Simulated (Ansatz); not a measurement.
CH6InNO

```tsv
atom	x (Å)	y (Å)	z (Å)
N	-1.0252	-0.9588	-0.7789
C	-0.4761	-1.2371	0.3995
O	0.2059	-0.4619	1.0667
In	0.7634	1.7400	0.4978
H	-0.8721	-0.0251	-1.1736
H	-0.0496	2.5443	1.7988
H	-1.5762	-1.6454	-1.2757
H	-0.6735	-2.2614	0.7783
H	2.4819	1.5460	0.4082
H	-0.1101	1.6750	-1.0466
```

Core potentials replace the inner electrons of In.

Theory: Ansatz, UKS PBE0/def2-SVP.

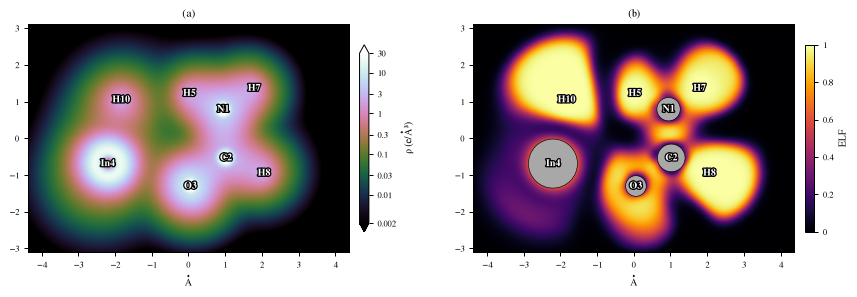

Figure 1. (a) electron density; (b) ELF on the plane of atoms O3, In4 and H10. Grey discs cover the atomic cores in the ELF map.

What do the fields say about this system?

Answer. Atoms in the plane: N, C, O, In and H.
C–O (1.23 Å): the density is about 3.2 e/Å³ at the midpoint; the ELF peaks at about 0.85 between the atoms: a short, strongly polar bond.
C–N (1.33 Å): the density is about 2.5 e/Å³ at the midpoint; the ELF peaks at about 0.95 between the atoms, as expected for a covalent bond.
In–O (2.34 Å): the density is about 0.3 e/Å³ at the midpoint; the ELF is about 0.10 at the midpoint.
N–H (1.01 Å): ρ is about 2.8 e/Å³ halfway; the ELF climbs to about 1 towards the hydrogen, as it does in any bond to H; a covalent bond by its length.
C–H (1.11 Å): the density is about 2 e/Å³ at the midpoint; the ELF climbs to about 1 towards the hydrogen: an ordinary covalent bond to hydrogen.
The ELF also peaks beside O3, away from the bonds: lone-pair regions.

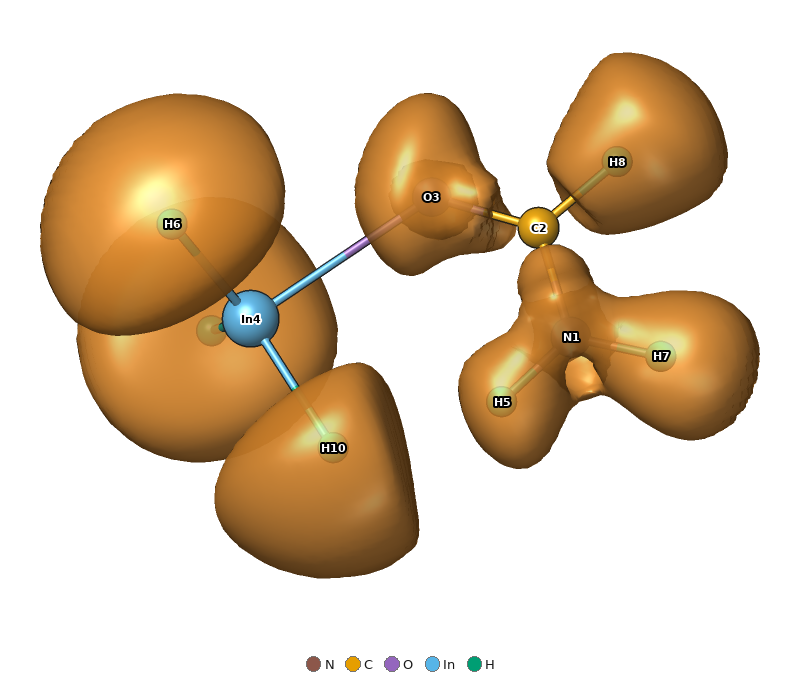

Figure 2. Isosurface of the ELF at 0.75 (orange), seen at a tilt. Only the valence region is drawn (cores and ρ < 0.01 e/Å³ removed).

Describe the localisation domains.

Answer. At this value the surface marks out four regions around hydrogen nuclei, one region on O in which the atom's valence shell and bonds are merged and one joined region spread over several atoms (H, N), in which their bonds and any lone pairs are merged.

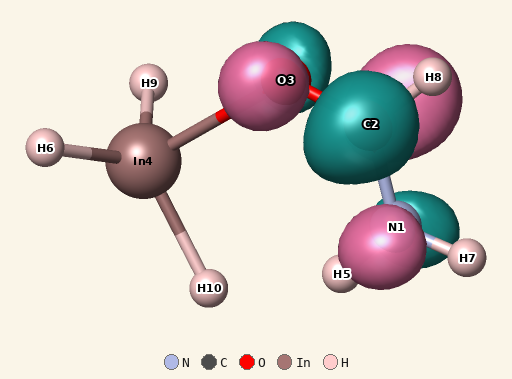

Figure 3. The LUMO at ±0.2 Å⁻³ᐟ² (teal and pink are the two phases), seen at a tilt.

Describe this orbital and give its energy.

Answer. By Hirshfeld shares it lies mainly on C2 (about 45 %), O3 (about 25 %) and N1 (about 20 %). Its energy is −0.34 eV.
